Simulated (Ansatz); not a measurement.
# H started at a bond centre in rocksalt KF, 65 atoms, charge +1, part 3 of 3

Ansatz 0.2.0, PAW.

## (4) Single point with r²SCAN

in.yaml reads:

```yaml
crystal:
  lattice:
    - [10.611928, 0.000000, 0.000000]
    - [0.000000, 10.611928, 0.000000]
    - [0.000000, 0.000000, 10.611928]
  atoms:
    - { symbol: F, position: [0.248404, 0.000195, 0.001562] }
    - { symbol: F, position: [0.253358, 0.000190, 0.502295] }
    - { symbol: F, position: [0.246770, 0.500194, 0.012243] }
    - { symbol: F, position: [0.297541, 0.499822, 0.546232] }
    - { symbol: F, position: [0.747601, 0.000219, 0.996554] }
    - { symbol: F, position: [0.752629, 0.000216, 0.497386] }
    - { symbol: F, position: [0.743174, 0.500237, 0.992029] }
    - { symbol: F, position: [0.763452, 0.500242, 0.495738] }
    - { symbol: F, position: [0.998008, 0.252259, 0.999711] }
    - { symbol: F, position: [0.006503, 0.253047, 0.500888] }
    - { symbol: F, position: [0.998001, 0.748210, 0.999683] }
    - { symbol: F, position: [0.006488, 0.747324, 0.500881] }
    - { symbol: F, position: [0.496859, 0.253123, 0.991087] }
    - { symbol: F, position: [0.504188, 0.254460, 0.493445] }
    - { symbol: F, position: [0.496808, 0.747348, 0.991143] }
    - { symbol: F, position: [0.504114, 0.746078, 0.493497] }
    - { symbol: F, position: [0.001055, 0.000184, 0.250101] }
    - { symbol: F, position: [0.996090, 0.000180, 0.749287] }
    - { symbol: F, position: [0.005752, 0.500193, 0.254656] }
    - { symbol: F, position: [0.985728, 0.500166, 0.751069] }
    - { symbol: F, position: [0.500281, 0.000209, 0.244970] }
    - { symbol: F, position: [0.495399, 0.000116, 0.744274] }
    - { symbol: F, position: [0.502044, 0.500218, 0.234324] }
    - { symbol: F, position: [0.451273, 0.500019, 0.699810] }
    - { symbol: F, position: [0.251839, 0.253051, 0.255392] }
    - { symbol: F, position: [0.244630, 0.254432, 0.753091] }
    - { symbol: F, position: [0.251870, 0.747380, 0.255376] }
    - { symbol: F, position: [0.244624, 0.745980, 0.753019] }
    - { symbol: F, position: [0.750615, 0.252348, 0.246974] }
    - { symbol: F, position: [0.742253, 0.253120, 0.745768] }
    - { symbol: F, position: [0.750611, 0.748155, 0.247008] }
    - { symbol: F, position: [0.742259, 0.747315, 0.745738] }
    - { symbol: K, position: [0.997413, 0.000260, 0.000298] }
    - { symbol: K, position: [0.002107, 0.000283, 0.499204] }
    - { symbol: K, position: [0.991482, 0.500136, 0.006386] }
    - { symbol: K, position: [0.000129, 0.500180, 0.501645] }
    - { symbol: K, position: [0.498479, 0.000277, 0.995495] }
    - { symbol: K, position: [0.503773, 0.000181, 0.493887] }
    - { symbol: K, position: [0.496186, 0.500218, 0.997631] }
    - { symbol: K, position: [0.533682, 0.500388, 0.464130] }
    - { symbol: K, position: [0.247407, 0.246941, 0.004004] }
    - { symbol: K, position: [0.254737, 0.243625, 0.503622] }
    - { symbol: K, position: [0.247330, 0.753490, 0.003965] }
    - { symbol: K, position: [0.254652, 0.756664, 0.503574] }
    - { symbol: K, position: [0.747387, 0.248913, 0.996331] }
    - { symbol: K, position: [0.755122, 0.246917, 0.496339] }
    - { symbol: K, position: [0.747393, 0.751557, 0.996364] }
    - { symbol: K, position: [0.755129, 0.753553, 0.496305] }
    - { symbol: K, position: [0.250185, 0.000296, 0.251011] }
    - { symbol: K, position: [0.245026, 0.000201, 0.752678] }
    - { symbol: K, position: [0.252717, 0.500215, 0.248992] }
    - { symbol: K, position: [0.215582, 0.500246, 0.782409] }
    - { symbol: K, position: [0.751252, 0.000237, 0.246339] }
    - { symbol: K, position: [0.746643, 0.000228, 0.747477] }
    - { symbol: K, position: [0.757597, 0.500182, 0.240275] }
    - { symbol: K, position: [0.748989, 0.500227, 0.745121] }
    - { symbol: K, position: [0.001330, 0.248920, 0.250374] }
    - { symbol: K, position: [0.993764, 0.246954, 0.750336] }
    - { symbol: K, position: [0.001332, 0.751493, 0.250308] }
    - { symbol: K, position: [0.993726, 0.753450, 0.750355] }
    - { symbol: K, position: [0.501299, 0.246948, 0.242616] }
    - { symbol: K, position: [0.494042, 0.243817, 0.742847] }
    - { symbol: K, position: [0.501325, 0.753518, 0.242575] }
    - { symbol: K, position: [0.494057, 0.756523, 0.742926] }
    - { symbol: H, position: [0.374366, 0.499827, 0.622960] }
  symmetry: { detect: false }
kpoints:
  mp_grid: { grid: [1, 1, 1], shift: [0.25, 0.25, 0.25] }
hamiltonian:
  xc: r2scan
total_charge: 1
scf:
  occupations: { method: fermi_dirac, width: 0.01 }
output:
  forces: true
  eigenvalues: true
  populations: true
  charged_corrections: { epsilon: 5.5 }
  eigenstates: { kpoints: [[0.25, 0.25, 0.25]], e_range: [-6.0, 6.0], localisation: true }
```

Started as:

```sh
$ ansatz run in.yaml --threads 4 --pin off --max-ram 42750MiB --runs-dir r --events-out ev --progress --plain --backend cuda --devices 0, --max-vram 37GiB
```

Output:

```text
Pseudopotentials: kind: paw
Functional definition: r2SCAN
  parameter k0 = 0.174
  parameter k1 = 0.065
  parameter a1 = 4.9479
  exchange = r2scan_x(k0 = k0, k1 = k1, a1 = a1)
  correlation = r2scan_c
Crystal: 65 atoms, lattice volume = 1195.041 Å³
Basis set: ecut = 500 eV, 30551 PW (Γ), exchange–correlation on 320×320×320 points (64 copies of the dense FFT grid, shifted against one another)
Bands: 321, of which v1, the nominal top of the filled ones, is band 256 counted from 1 (255 counted from 0)
Symmetry: 1 space group operations
k-points: 1
Non-local potential: F, projectors of the file, l = 0: 2, l = 1: 2, l = 2: 1
Non-local potential: K, projectors of the file, l = 0: 3, l = 1: 2, l = 2: 2
Non-local potential: H, projectors of the file, l = 0: 2, l = 1: 1
PAW form: soft (Blöchl's): semilocal exchange-correlation on the pseudo side does not see the compensation charge
PAW frozen core: F, regenerated for the run's functional (the file was generated under x = pbe(κ = 0.804, μ = 0.2195149727645171), c = pbe(β = 0.06672455060314922))
PAW frozen core: K, regenerated for the run's functional (the file was generated under x = pbe(κ = 0.804, μ = 0.2195149727645171), c = pbe(β = 0.06672455060314922))
PAW one-centre angular grid: F, 302 points (default); XC on 160 Gauss nodes
PAW one-centre angular grid: K, 302 points (default); XC on 160 Gauss nodes
PAW one-centre angular grid: H, 302 points (default); XC on 160 Gauss nodes
Initial density: superposition of atomic densities (neutral atoms scaled as one to the charged cell's electrons: chi_scale 0, normalization atom), corrected by the library's trained network
Initial wavefunctions: pseudopotential atomic-orbital guess
Functional: x = r2scan, c = r2scan; τ floored in thin density (d = 2e-4 eV/Å³)
SCF iter   1: F=—  HF=-75384.970691 eV  |F-HF|=—  |Δ(HF+E_count)|=         —  Δρ=9.96e-3  dr2=1.01e0  dr2_τ=9.87e-1  ethr=1.77e-3  ⟨swp⟩=6.0  Hψ=1226  notcnv=0  defer=24
preconditioner: auto → Resta (q_TF=auto, 2.369 Å⁻¹)  ε∞=2.7  [insulator: Δε(μ)=7.578 eV  Ē_g=17.510 eV  σ=0.010 eV  W_gap=1.00  n_scr=256 (ndim 8)  ℏωp=22.7 eV  f_vac=0.115  D(μ)=0.00/eV (n_scr^D=0)  ε∞_Penn≈2.7]
SCF iter   2: F=—  HF=-75386.050860 eV  |F-HF|=—  |Δ(HF+E_count)|=    1.08e0  Δρ=3.48e-3  dr2=4.94e-2  dr2_τ=2.03e-2  ethr=1.98e-4  ⟨swp⟩=3.0  Hψ=602  notcnv=0  defer=61
SCF iter   3: F=—  HF=-75386.060312 eV  |F-HF|=—  |Δ(HF+E_count)|=   9.45e-3  Δρ=1.62e-3  dr2=1.68e-2  dr2_τ=1.90e-3  ethr=9.65e-6  ⟨swp⟩=2.0  Hψ=353  notcnv=0  defer=61
SCF iter   4: F=—  HF=-75386.059832 eV  |F-HF|=—  |Δ(HF+E_count)|=   4.80e-4  Δρ=2.38e-4  dr2=4.17e-4  dr2_τ=5.44e-5  ethr=3.27e-6  ⟨swp⟩=2.0  Hψ=354  notcnv=0  defer=61
SCF iter   5: F=—  HF=-75386.057909 eV  |F-HF|=—  |Δ(HF+E_count)|=   1.92e-3  Δρ=1.33e-4  dr2=1.26e-4  dr2_τ=1.26e-5  ethr=8.14e-8  ⟨swp⟩=3.0  Hψ=512  notcnv=0  defer=61
SCF iter   6: F=—  HF=-75386.057888 eV  |F-HF|=—  |Δ(HF+E_count)|=   2.04e-5  Δρ=3.10e-5  dr2=9.15e-6  dr2_τ=8.45e-7  ethr=2.47e-8  ⟨swp⟩=3.0  Hψ=485  notcnv=0  defer=61
SCF iter   7: F=—  HF=-75386.058998 eV  |F-HF|=—  |Δ(HF+E_count)|=   1.11e-3  Δρ=1.37e-5  dr2=1.54e-6  dr2_τ=1.70e-7  ethr=1.79e-9  ⟨swp⟩=2.0  Hψ=482  notcnv=0  defer=61
SCF iter   8: F=—  HF=-75386.058998 eV  |F-HF|=—  |Δ(HF+E_count)|=   1.14e-7  Δρ=3.43e-6  dr2=1.33e-7  dr2_τ=1.37e-8  ethr=3.01e-10  ⟨swp⟩=3.0  Hψ=510  notcnv=0  defer=61
SCF iter   9: F=-75386.058998 eV  HF=-75386.058998 eV  |F-HF|=5.68e-9  |Δ(HF+E_count)|=   2.82e-8  Δρ=9.96e-7  dr2=1.15e-8  dr2_τ=1.57e-9  ethr=1.95e-11  ⟨swp⟩=17.0  Hψ=1980  notcnv=0
SCF 1 converged in 9 iterations: F = -75386.058998 eV  dr2 = 1.15e-8
NSCF: frozen V_eff on 1 k-points
SCF converged after 9 iterations
Free energy (F): -75386.058998 eV
Harris-Foulkes:  -75386.058998 eV  (|F-HF|=5.68e-9)
Internal energy: -75386.058998 eV  (E = F + TS)
E sigma→0 (E₀):  -75386.058998 eV
Fermi energy:    4.754368 eV
--- Per-component energies (eV) ---
  E_band       = -4362.482080
  E_kinetic    = 14851.297448
  E_local      = -35414.711759  (includes V_loc(G=0)·N_el)
  E_nonlocal   = 2729.015083
  E_hartree    = 12802.642621
  E_xc         = -6870.168176
  E_vxc        = -9755.747501  (∫ρ·V_xc dr)
  E_paw        = -31702.532449  (= ΣΔE_a)
  E_vpaw       = -3016.694826  (= ΣTr[D̂ρ^β])
  E_aug_tail   = 0.032086  (compensation charges beyond the density's cutoff)
  E_vtau       = 639.040446  (kinetic-family band-sum trace: ∫τ·v_τ [+ j·A + Jᵃ·Aᵃ] dr)
  E_ewald      = -31774.351402
  E_core_change = -7.282452  (= ΣΔE_core)
  E_smearing   = -0.000000  (= −TS)
  E_closure    = -0.000000  (closes the sum)
  E_deformation_potential = 13.110342  (in the stress; not in F)
  Σ components = -75386.058998   (vs F -75386.058998, Δ=0.00e0)
--- Forces (eV/Å), atoms counted from 1 ---
  atom   1  F     -0.00030940     0.00114289     0.00112454
  atom   2  F      0.00155814    -0.00122405     0.00090441
  atom   3  F      0.00119392     0.00028111     0.02305275
  atom   4  F      0.12126287     0.00343831     0.12080538
  atom   5  F     -0.00036794     0.00037177     0.00051235
  atom   6  F      0.00216618     0.00091538    -0.00107452
  atom   7  F      0.00110700     0.00003669     0.00128004
  atom   8  F      0.02220085    -0.00038062    -0.00025982
  atom   9  F      0.00293378    -0.00008925    -0.00207520
  atom  10  F      0.00087139    -0.00618758     0.00019175
  atom  11  F      0.00233317    -0.00199476    -0.00192826
  atom  12  F      0.00099002     0.00712059     0.00004216
  atom  13  F     -0.00132080    -0.00684906     0.00056000
  atom  14  F     -0.00138796     0.00591916     0.00160110
  atom  15  F     -0.00045998     0.00644336    -0.00052201
  atom  16  F     -0.00104457    -0.00684125     0.00089679
  atom  17  F      0.00018922     0.00096922     0.00033514
  atom  18  F      0.00035096     0.00108262     0.00003592
  atom  19  F     -0.00012191     0.00023481    -0.00071009
  atom  20  F     -0.02333022     0.00054725    -0.00152359
  atom  21  F      0.00002701     0.00115612    -0.00097567
  atom  22  F     -0.00216178     0.00214276    -0.00171447
  atom  23  F      0.00087782     0.00017757    -0.02149715
  atom  24  F     -0.12206289    -0.00021373    -0.11920586
  atom  25  F      0.00080389    -0.00594218     0.00073921
  atom  26  F      0.00158682     0.00517193    -0.00166605
  atom  27  F      0.00025265     0.00625665     0.00085527
  atom  28  F      0.00155589    -0.00573330    -0.00124596
  atom  29  F     -0.00001149    -0.00169122     0.00251940
  atom  30  F      0.00126553    -0.00696624    -0.00000211
  atom  31  F     -0.00016049    -0.00043246     0.00170232
  atom  32  F      0.00069888     0.00679478     0.00082663
  atom  33  K     -0.00067905    -0.00119083    -0.00036048
  atom  34  K      0.00290786    -0.00294128     0.00100891
  atom  35  K      0.00373339     0.00265042    -0.00490198
  atom  36  K      0.07085676     0.00038472     0.00493218
  atom  37  K     -0.00038591    -0.00179560    -0.00316390
  atom  38  K      0.00004013     0.00077996     0.00027964
  atom  39  K     -0.00491064     0.00028856    -0.06889531
  atom  40  K     -0.02909857    -0.00235011     0.02693541
  atom  41  K      0.00031534     0.00663128     0.00634148
  atom  42  K      0.00107667     0.02489177     0.00123262
  atom  43  K      0.00197123    -0.00635844     0.00771922
  atom  44  K      0.00249955    -0.02393679     0.00232270
  atom  45  K      0.00079774    -0.00046720     0.00152840
  atom  46  K      0.00544753     0.00810459     0.00039345
  atom  47  K      0.00058226     0.00007551     0.00093597
  atom  48  K      0.00662438    -0.00761844     0.00134140
  atom  49  K      0.00125853    -0.00296748     0.00321166
  atom  50  K     -0.00050290    -0.00050295     0.00039896
  atom  51  K      0.00520213    -0.00017396     0.06984895
  atom  52  K      0.02569955    -0.00037760    -0.02967369
  atom  53  K      0.00033224    -0.00019584     0.00056179
  atom  54  K     -0.00351315    -0.00081437    -0.00134315
  atom  55  K     -0.00815616     0.00179250     0.00436860
  atom  56  K     -0.07168459    -0.00042570    -0.00622404
  atom  57  K     -0.00220884    -0.00160213    -0.00320534
  atom  58  K     -0.00809197     0.00583530    -0.00000972
  atom  59  K     -0.00205727     0.00160134    -0.00165613
  atom  60  K     -0.00787649    -0.00591125    -0.00112115
  atom  61  K      0.00057524     0.00762368    -0.00796927
  atom  62  K      0.00038215     0.01994660    -0.00042790
  atom  63  K     -0.00088824    -0.00708176    -0.00796704
  atom  64  K     -0.00073003    -0.02105715    -0.00166011
  atom  65  H     -0.00029401     0.00294685     0.00127065
  max |Σ_I F_I| component: 1.44e-3 eV/Å
--- Charged-cell corrections in eV (Makov–Payne, q = +1.000 e, ε = 5.500) ---
  F (periodic)     = -75386.058998  (uncorrected; the corrections below are reported, never added to it)
  E_corr1          = +0.350001  (monopole, q²α_M/2εL)
  F Makov-Payne    = -75385.708997  (F + E_corr1; no measured alignment; for a localised charge, not one spread in a band: unchecked)
--- Band table (eV) ---
  k-point 0: bands = ["-26.0342", "-26.0193", "-25.9702", "-25.9552", "-25.9519", "-25.9359", "-25.8591", "-25.8578", "-25.8468", "-25.8294", "-25.8270", "-25.8238", "-25.7513", "-25.7468", "-25.7245", "-25.7129", "-25.7070", "-25.7054", "-25.7044", "-25.6885", "-25.6870", "-25.6857", "-25.6832", "-25.6799", "-25.6765", "-25.6721", "-25.6639", "-25.6488", "-25.6397", "-25.6373", "-25.6358", "-25.6345", "-22.1455", "-21.0083", "-18.9520", "-18.9502", "-18.9286", "-18.9265", "-18.7694", "-18.7590", "-18.7481", "-18.7435", "-18.7033", "-18.6983", "-18.6897", "-18.6868", "-18.6853", "-18.6815", "-18.6791", "-18.6751", "-18.6748", "-18.6736", "-18.6716", "-18.6703", "-18.6691", "-18.6637", "-18.6586", "-18.6521", "-18.6366", "-18.6328", "-18.6242", "-18.6224", "-18.6182", "-18.6071", "-9.0578", "-9.0317", "-8.9555", "-8.9481", "-8.9159", "-8.8516", "-8.8426", "-8.8114", "-8.8085", "-8.7969", "-8.7761", "-8.7665", "-8.7625", "-8.7463", "-8.7372", "-8.7355", "-8.7125", "-8.7021", "-8.7001", "-8.6963", "-8.6844", "-8.6726", "-8.6705", "-8.6661", "-8.6542", "-8.6483", "-8.6391", "-8.6362", "-8.6255", "-8.6120", "-8.6099", "-8.5999", "-8.5935", "-8.5898", "-8.5854", "-8.5786", "-8.5667", "-8.5653", "-8.5594", "-8.5573", "-8.5518", "-8.5467", "-8.5467", "-8.5302", "-8.5232", "-8.5150", "-8.5139", "-8.5085", "-8.5047", "-8.5039", "-8.4918", "-8.4893", "-8.4802", "-8.4801", "-8.4690", "-8.4677", "-8.4544", "-8.4471", "-8.4430", "-8.4393", "-8.4375", "-8.4288", "-8.4253", "-8.4199", "-8.4121", "-8.4094", "-8.4012", "-8.3958", "-8.3885", "-8.3851", "-8.3843", "-8.3719", "-8.3674", "-8.3659", "-8.3608", "-8.3607", "-8.3575", "-8.3509", "-8.3474", "-8.3458", "-8.3433", "-8.3377", "-8.3325", "-8.3289", "-8.3255", "-8.3220", "-8.3105", "-8.3101", "-8.2981", "-8.2953", "-8.2875", "-8.2797", "-8.2780", "-8.2743", "-8.2672", "-8.2626", "-5.1754", "-1.5348", "-1.4616", "-1.1045", "-1.0412", "-0.9339", "0.4428", "0.4479", "0.4682", "0.4892", "0.5278", "0.5315", "0.5452", "0.5593", "0.5669", "0.5736", "0.6196", "0.6358", "0.6403", "0.6539", "0.6632", "0.6641", "0.6752", "0.6864", "0.7000", "0.7084", "0.7145", "0.7185", "0.7234", "0.7410", "0.7543", "0.7601", "0.7788", "0.7806", "0.7850", "0.8103", "0.8196", "0.8297", "0.8342", "0.8390", "0.8410", "0.8429", "0.8521", "0.8577", "0.8644", "0.8677", "0.8777", "0.8810", "0.8845", "0.8909", "0.8941", "0.8963", "0.8972", "0.8995", "0.9039", "0.9041", "0.9100", "0.9491", "0.9513", "0.9639", "0.9680", "0.9700", "0.9704", "0.9876", "0.9946", "0.9992", "1.0030", "1.0058", "1.0072", "1.0138", "1.0173", "1.0201", "1.0296", "1.0351", "1.0371", "1.0376", "1.0441", "1.0468", "1.0490", "1.0500", "1.0569", "1.0638", "1.0666", "1.0705", "1.0706", "1.0728", "1.0766", "1.0832", "1.0869", "1.0898", "1.1023", "1.1117", "1.1164", "1.1211", "1.1241", "1.1399", "8.3644", "9.1314", "9.3645", "9.4563", "9.9354", "10.0902", "10.1731", "10.2005", "10.2332", "10.2571", "10.4520", "10.5804", "10.6047", "10.6369", "10.6964", "10.7073", "10.7732", "10.7858", "10.8334", "10.9343", "10.9580", "10.9665", "10.9898", "10.9982", "11.0152", "11.0253", "11.0786", "11.0946", "11.0980", "11.1112", "11.1333", "11.1572", "11.1710", "11.2023", "11.2246", "11.3557", "11.3831", "11.4261", "11.4677", "11.5191", "11.5529", "11.5832", "11.5856", "11.6437", "11.6871", "11.6885", "11.7908", "11.8636", "11.8671", "11.9926", "12.0115", "12.0441", "12.0456", "12.0914", "12.0985", "12.1024", "12.1128", "12.2073", "12.2156", "12.2546", "12.2794", "12.2952", "12.3187", "12.4001", "12.8043"]
--- Löwdin populations: 65 sites ---
  site symbol       q [e]
     0      F      7.7934
     1      F      7.7933
     2      F      7.7939
     3      F      7.5922
     4      F      7.7933
     5      F      7.7934
     6      F      7.7937
     7      F      7.7939
     8      F      7.7927
     9      F      7.7931
    10      F      7.7927
    11      F      7.7930
    12      F      7.7930
    13      F      7.7926
    14      F      7.7931
    15      F      7.7927
    16      F      7.7932
    17      F      7.7934
    18      F      7.7937
    19      F      7.7939
    20      F      7.7934
    21      F      7.7933
    22      F      7.7939
    23      F      7.5929
    24      F      7.7931
    25      F      7.7926
    26      F      7.7930
    27      F      7.7926
    28      F      7.7927
    29      F      7.7930
    30      F      7.7927
    31      F      7.7931
    32      K      8.1313
    33      K      8.1314
    34      K      8.1301
    35      K      8.1258
    36      K      8.1314
    37      K      8.1310
    38      K      8.1257
    39      K      8.1213
    40      K      8.1315
    41      K      8.1302
    42      K      8.1317
    43      K      8.1303
    44      K      8.1318
    45      K      8.1315
    46      K      8.1319
    47      K      8.1317
    48      K      8.1314
    49      K      8.1310
    50      K      8.1258
    51      K      8.1213
    52      K      8.1313
    53      K      8.1314
    54      K      8.1301
    55      K      8.1257
    56      K      8.1319
    57      K      8.1317
    58      K      8.1318
    59      K      8.1315
    60      K      8.1317
    61      K      8.1303
    62      K      8.1315
    63      K      8.1302
    64      H      0.5823
  spilling = 0.004453 (of n_electrons = 512.000000)
```

Run time: 5.7 s. Hardware: 1 × NVIDIA H100 80GB HBM3 with 4 threads of AMD EPYC 7R13, shared host; peak host memory 2.7 GiB.

Spacing of the frontier levels at the single k point (¼, ¼, ¼): 7.22 eV (1.140 to 8.364 eV).

Frontier states and how far they spread:

```csv
level (eV),spin,filling,atoms sharing it,main element,its share,largest atom
-0.05,both,2.00,10.6,F,0.96,F11 (0.15)
-0.04,both,2.00,17.4,F,0.96,F17 (0.13)
-0.03,both,2.00,14.1,F,0.96,F29 (0.12)
-0.02,both,2.00,17.1,F,0.96,–
-0.02,both,2.00,20.5,F,0.96,–
-0.02,both,2.00,14.5,F,0.97,F5 (0.11)
0.00,both,2.00,19.3,F,0.97,–
7.22,both,0.00,53.4,K,0.50,–
```

On these atoms r²SCAN leaves forces up to 0.17 eV/Å (on F4), as they were relaxed at another level of theory (and may have been on other k points).

## (5) Summary of results

This closing draws on all 3 parts.

| level | time | top filled to lowest empty (eV) |
| --- | --- | --- |
| PBEsol, relaxation | 18 s (GPU) | 6.46 |
| HSE06 | 26 s (GPU) | 8.57 |
| r²SCAN | 5.7 s (GPU) | 7.22 |

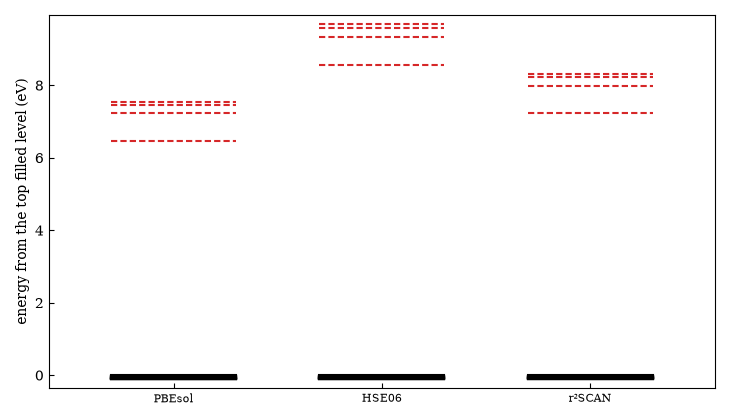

Levels near the gap by PBEsol, HSE06, r²SCAN: filled black, empty red and dashed.

```
     quantity                              value
   relaxation  16 recorded steps, 5.19 eV gained
largest shift                       1.31 Å (H65)
```

Relaxation gains 5.19 eV, with shifts up to 1.31 Å (H65). At the same k points, PBEsol gives a spacing 2.11 eV smaller and r²SCAN gives a spacing 1.35 eV smaller than the 8.57 eV of HSE06. In a defect cell this spacing can involve defect levels, so it need not be the gap. Exact exchange costs time: HSE06 ran about 4.6 times as long as r²SCAN on the same kind of device.
